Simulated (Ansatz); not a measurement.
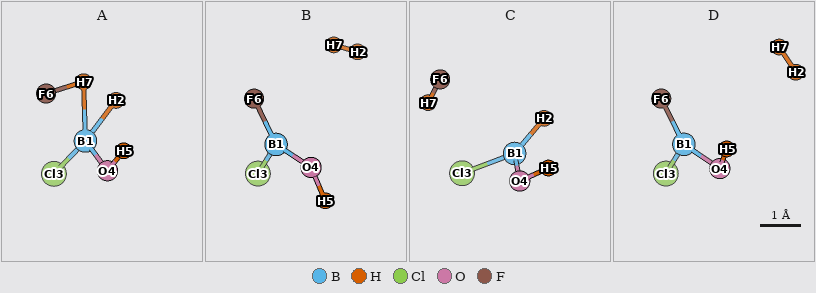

4 geometries from a converged minimum-energy path of BH$_{3}$OClF, made up at the start of BH₂OCl and HF, shuffled. A ball-and-stick model, seen from a free direction.

Level of theory: RKS PBE0/def2-SVP in Ansatz 0.2.0. Settings: 5 movable images; climbing image; force threshold 0.03 eV/Å; iteration limit 60; starting path through a guess of the saddle point.

Q: One of them is the converged climbing image. Which?

A: A. In order along the path, whose images run from 0 to 6: C (image 0, 0.00 eV), A (image 2, +1.00 eV), D (image 4, −1.13 eV), B (image 6, −1.15 eV). Breaking: B1–H2 (1.20 → 1.35 at the top → 3.35 Å), F6–H7 (0.93 → 1.15 at the top → 2.69 Å). Forming: B1–F6 (2.74 → 1.66 at the top → 1.32 Å), H2–H7 (2.97 → 1.05 at the top → 0.76 Å).

Limits of the set-up: the start holds two separate molecules, 2.3 Å apart at their closest, whose relative position is a soft coordinate and is computed without a dispersion correction.

The run took 2.8 min on 2 threads of Arm Neoverse V2, on a shared host, peak memory 0.17 GiB.
